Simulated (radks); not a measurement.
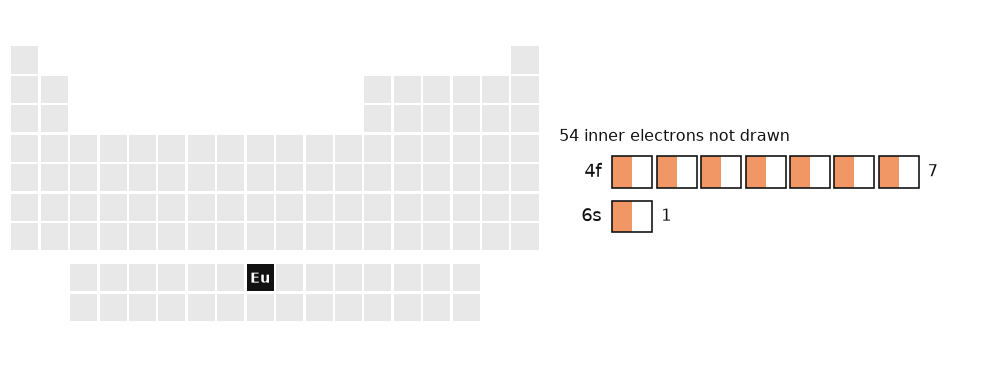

*Left, the place of europium in the periodic table; right, the outer shells as the input fills them: a box for each of the 2l + 1 orbitals, shaded by the share of the shell that is filled, with the electron count at the right.*

# Atomic calculation for Eu⁺

- system: Eu⁺ (Z = 63, 62 electrons) in the configuration [Xe] 4f7 6s1 (open shells shared over both j by 2j + 1).
- method: Dirac Kohn-Sham, PBE, spin-unpolarised, spherical densities, finite nucleus (the in-house radial solver radks)

## Input
```
Z 63
configuration [Xe] 4f7 6s1
relativity Dirac
functional pbe,pbe
spin unpolarised
j_filling average
nucleus finite rms 5.1115 fm
c 137.035999084
mesh_step 0.02
max_iterations 76
```

Energies in input and log are in hartree, lengths in bohr (the nuclear radius in fm).

Hardware: 1 thread of Intel Xeon, 108 GiB of memory available, shared host.

Launched within a batch (the task file carries these settings):
```bash
python <driver script> task.json out
```

## Output
```
1s1/2   1   2.0000       -1775.71028301
2s1/2   1   2.0000        -291.64867610
2p1/2   1   2.0000        -276.71657530
2p3/2   1   4.0000        -252.90221479
3s1/2   1   2.0000         -64.35393112
3p1/2   1   2.0000         -57.90125534
3p3/2   1   4.0000         -53.04661044
3d3/2   1   4.0000         -41.87552352
3d5/2   1   6.0000         -40.81921231
4s1/2   1   2.0000         -12.95686778
4p1/2   1   2.0000         -10.46373028
4p3/2   1   4.0000          -9.39285819
4d3/2   1   4.0000          -5.28822393
4d5/2   1   6.0000          -5.09611125
4f5/2   1   3.0000          -0.33957975
4f7/2   1   4.0000          -0.31688243
5s1/2   1   2.0000          -1.86790001
5p1/2   1   2.0000          -1.20070414
5p3/2   1   4.0000          -1.06099844
6s1/2   1   1.0000          -0.31325203
Etot -10851.167737908003
Ekin 11797.185519996594
Encl -26613.06793205916
Eh 4207.759393935458
Exc -243.04471978089674
err 2.2712752545757516e-09
it 17
```

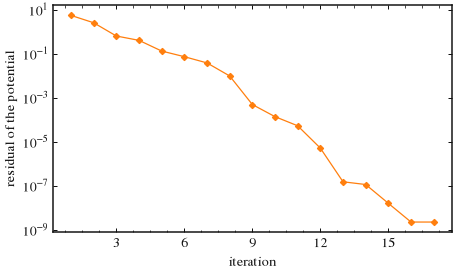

*Convergence: residual of the potential against the iteration.*

The residual falls almost steadily, with no more than small rises or pauses. It goes from 5.5 to 2.3×10⁻⁹ in 17 steps.

## Outcome

```tsv
quantity	value
outcome	converged
total energy	−10851.1677 hartree
kinetic energy	11797.1855 hartree
electron–nucleus energy	−26613.0679 hartree
Hartree energy	4207.7594 hartree
exchange–correlation energy	−243.044720 hartree
radius at density 0.001 e/bohr³	4.51 bohr
SCF iterations	17
```

## What is odd here

A numerical setting was moved from its usual value: mesh step h = 0.02. The program ran to the end, and its total energy equals that of the same run with the usual input (−10851.16774 hartree) within 10⁻⁵ hartree, so the oddity leaves no trace in it.
